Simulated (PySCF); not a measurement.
Bond stretch in AgH, singlet.

Levels: RKS-BHandHLYP = PySCF 2.14.0 with restricted BHandHLYP/def2-TZVP, def2 effective core potentials past Kr; RKS-TPSSh = PySCF 2.14.0 with restricted TPSSh/def2-TZVP, def2 effective core potentials past Kr; UKS-BHandHLYP = unrestricted BHandHLYP/def2-TZVP, def2 effective core potentials past Kr run with PySCF.

Magnitude of the dipole moment (D; its direction can reverse along the curve, and a method can change to another solution) and Mulliken charge of the fragment that holds Ag1:

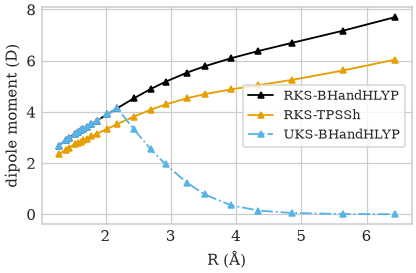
Figure: Dipole moment against bond length.

| R / Å | μ RKS-BHandHLYP | q RKS-BHandHLYP | μ RKS-TPSSh | q RKS-TPSSh | μ UKS-BHandHLYP | q UKS-BHandHLYP |
|---|---|---|---|---|---|---|
| 1.28 | 2.67 | 0.12 | 2.33 | 0.07 | 2.67 | 0.12 |
| 1.39 | 2.90 | 0.12 | 2.52 | 0.07 | 2.90 | 0.12 |
| 1.44 | 2.99 | 0.12 | 2.60 | 0.07 | 2.99 | 0.12 |
| 1.53 | 3.14 | 0.12 | 2.72 | 0.08 | 3.14 | 0.12 |
| 1.58 | 3.22 | 0.13 | 2.79 | 0.08 | 3.22 | 0.13 |
| 1.62 | 3.28 | 0.13 | 2.84 | 0.08 | 3.28 | 0.13 |
| 1.66 | 3.34 | 0.13 | 2.89 | 0.09 | 3.34 | 0.13 |
| 1.71 | 3.41 | 0.14 | 2.95 | 0.09 | 3.41 | 0.14 |
| 1.78 | 3.52 | 0.14 | 3.04 | 0.10 | 3.52 | 0.14 |
| 1.87 | 3.66 | 0.15 | 3.15 | 0.11 | 3.66 | 0.15 |
| 2.03 | 3.91 | 0.17 | 3.34 | 0.13 | 3.91 | 0.17 |
| 2.18 | 4.14 | 0.19 | 3.52 | 0.15 | 4.14 | 0.19 |
| 2.43 | 4.52 | 0.21 | 3.81 | 0.18 | 3.33 | 0.15 |
| 2.69 | 4.89 | 0.22 | 4.08 | 0.20 | 2.55 | 0.11 |
| 2.92 | 5.18 | 0.23 | 4.29 | 0.21 | 1.94 | 0.08 |
| 3.25 | 5.53 | 0.24 | 4.53 | 0.21 | 1.22 | 0.05 |
| 3.52 | 5.78 | 0.24 | 4.69 | 0.21 | 0.77 | 0.03 |
| 3.92 | 6.09 | 0.25 | 4.88 | 0.21 | 0.35 | 0.01 |
| 4.34 | 6.38 | 0.25 | 5.04 | 0.21 | 0.14 | 0.00 |
| 4.85 | 6.69 | 0.25 | 5.24 | 0.21 | 0.05 | 0.00 |
| 5.64 | 7.17 | 0.25 | 5.62 | 0.20 | 0.01 | 0.00 |
| 6.43 | 7.70 | 0.24 | 6.04 | 0.19 | 0.00 | 0.00 |

At the longest distance RKS-BHandHLYP, RKS-TPSSh leaves fractional charges on the fragments, a sign of delocalisation error or of the restricted form. The restricted form behind RKS-BHandHLYP, RKS-TPSSh keeps the bonding electrons paired and can't separate into open-shell fragments. The unrestricted determinant behind UKS-BHandHLYP is spin-contaminated at 2.43 to 6.43 Å (<S²> up to 1.0, against 0.00 for a pure singlet).
